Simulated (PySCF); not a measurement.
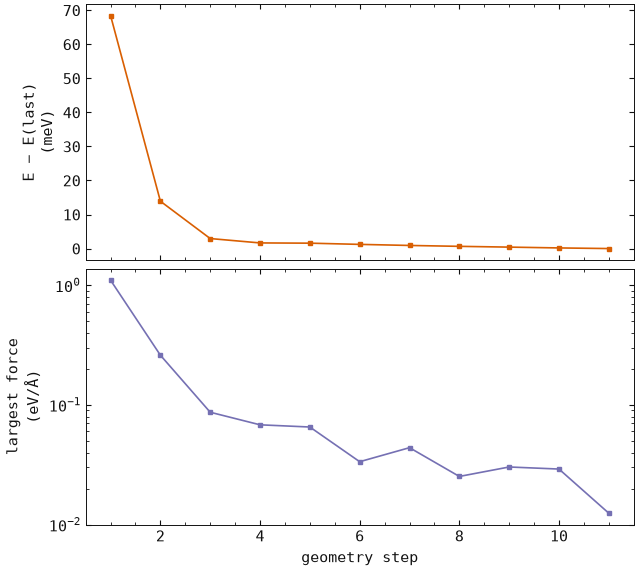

History of a geometry optimisation.

System: C5H4FN (SMILES [H]/N=C\C(F)=C\C#C).
Method: PySCF 2.14.0, density fitting, PBE0-D3(BJ)/def2-SVP, geometry optimisation.

**How did the optimisation end?**

The optimisation met its thresholds at geometry 11, counting the start as the first. The energy fell by about 68 meV from the first step to the last. The largest force goes from about 1.1 eV/Å at the start to 0.012 eV/Å at the end.

**By which step was nine tenths of the energy gained?**

By step 3 of 11.
